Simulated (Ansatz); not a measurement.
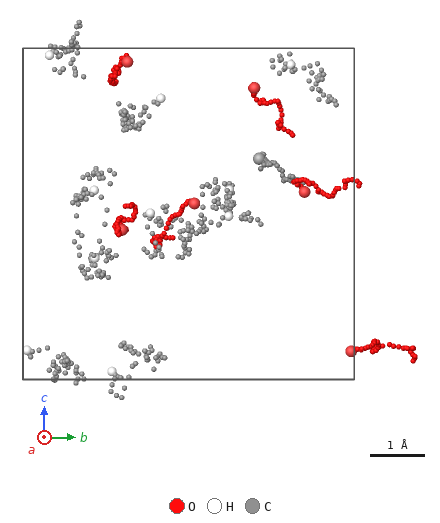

First-principles dynamics of a periodic cell with 4 H2O + 1 HCOOH at 0.824 g/cm³, 200 fs long. It starts from the last geometry of an earlier run, with fresh velocities. Dots mark each atom's position at evenly spaced times, in the colour of its element; spheres stand at the starting positions. Seen along the a axis in the simulation cell.

All numbers below come from Ansatz, DFT LDA, scalar-relativistic, plane waves, PAW. Run with plane-wave cutoff 420 eV; k-point mesh 1 × 1 × 1; Fermi-Dirac smearing 0.02 eV; Langevin thermostat and barostat (NPT); set temperature 700 K; time step 0.5 fs; friction 0.05 per fs; target pressure 0 GPa.

> Describe the motion.

In the second half of the run the atoms are, in the root-mean-square, this far from where they began (common drift taken out): H 1.14 Å, O 0.71 Å, C 0.69 Å. The heavy atoms stay within a fraction of a molecule's size of their starting places, while the hydrogen atoms travel further, as molecules turn; so short a run doesn't tell a liquid from a solid.

Limits of the set-up: the periodic images lie only 6.2 Å apart, so the values are limited by the cell's size.

The run took 4 min on 1 thread of Intel(R) Xeon(R) Platinum 8488C (Sapphire Rapids), on a shared host, peak memory 0.39 GiB.
